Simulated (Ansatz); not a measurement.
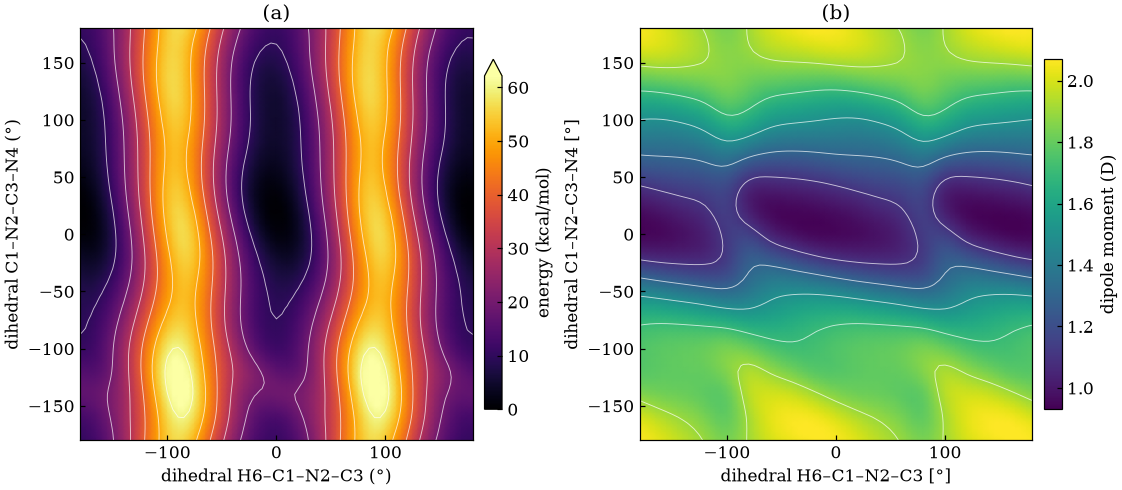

C₂H₆N₂O, SMILES C=NC(N)O. 
- Coordinates scanned: (1) dihedral H6–C1–N2–C3; (2) dihedral C1–N2–C3–N4.
- Nothing is relaxed (all other coordinates rigid).
- The scan uses an 18 × 18 grid.
- Points are written as (first, second).
- Energies are in kcal/mol, from the lowest grid point.
- The dihedral twists a double bond; near 90° a spin-restricted reference is unreliable.
- All numbers below come from RKS PBE0-D4/def2-SVP (Ansatz).

Panel (a) is the energy; panel (b) is the computed dipole moment, in D.

The picture shows a smooth colour map with a few white contour lines, one colour for all values above the top of the scale. Between grid points the surface is interpolated.

> How does the dipole moment vary over the map, and what is it at the lowest grid point?

Leaving out the highest fifth of the energies, it runs from 0.94 D at (140°, 20°) to 2.07 D at (160°, −180°). At the lowest grid point, (−180°, 20°), it is 0.97 D.
